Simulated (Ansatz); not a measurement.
## Electronic structure of CH$_{3}$GeN (SMILES N#[C][GeH3]) in real space

The calculation's input:

```
crystal:
  periodic: [false, false, false]
  atoms:
    - {symbol: N, position_ang: [0.584941, -2.257350, 0.822337]}
    - {symbol: C, position_ang: [0.314704, -1.207572, 0.434557]}
    - {symbol: Ge, position_ang: [-0.136426, 0.546826, -0.213650]}
    - {symbol: H, position_ang: [-1.455940, 0.413656, -0.972715]}
    - {symbol: H, position_ang: [1.005679, 0.989218, -1.127386]}
    - {symbol: H, position_ang: [-0.270958, 1.451123, 1.010758]}
basis:
  gaussian: {orbitals: def2-TZVPP}
hamiltonian: {xc: pbe0, dispersion: d4}
output: {orbitals: {seedname: orbitals}}
```

Launched as:

```sh
ansatz run in.yaml --threads 4 --pin off --events-out ev --progress --plain --max-ram 10444MiB
```

Geometry: PBE0-D4/def2-TZVP.

All numbers below come from RKS PBE0-D4/def2-TZVPP in Ansatz 0.2.0.

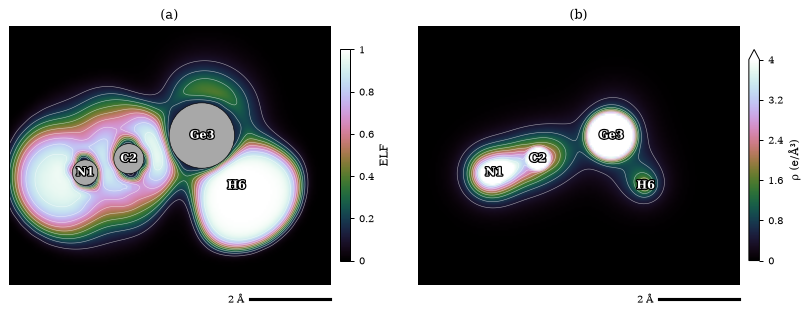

Figure 1. (a) electron localisation function; (b) total electron density on the plane of atoms C2, Ge3 and H6. Grey discs cover the atomic cores in the ELF map.

### What does the map show?

The plane passes through N, C, Ge and H nuclei. C–N (1.15 Å): ρ at the midpoint is about 3.8 e/Å³; the ELF peaks at about 0.85 between the atoms: a short, multiple covalent bond. C–Ge (1.92 Å): ρ is about 0.86 e/Å³ halfway; the ELF peaks at about 0.95 in the valence shell of C, 0.7 Å from its nucleus, and is about 0.65 at the midpoint. Ge–H (1.53 Å): the density is about 1.1 e/Å³ at the midpoint; the ELF climbs to about 1 towards the hydrogen. The ELF also peaks beside N1, away from the bonds: lone-pair regions.

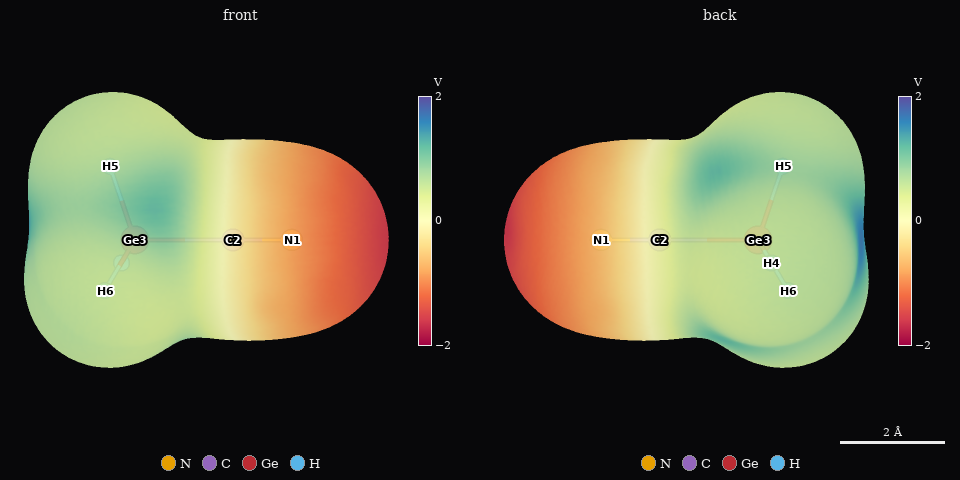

Figure 2. The molecular electrostatic potential painted on the density surface at 0.001 e/bohr³, seen from the front and from behind; the colour scale runs from red (negative) to blue (positive).

### Describe the electrostatic potential map.

The most negative region (about −1.6 V) lies over N1, the most positive (about +1.6 V) over Ge3. N1 is the likeliest acceptor of a hydrogen bond.

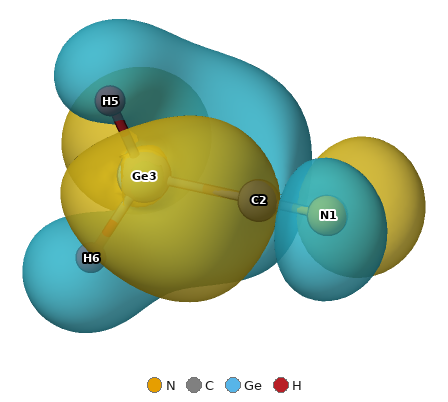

Figure 3. The LUMO at ±0.06 Å⁻³ᐟ² (yellow and cyan are the two phases), seen at a tilt.

### Where does this orbital lie, and at what energy?

Its weight (Hirshfeld) is mainly on Ge3 (about 30 %), C2 (about 25 %) and N1 (about 25 %). It is one of a degenerate set, so its orientation is arbitrary. Its energy is −0.26 eV.
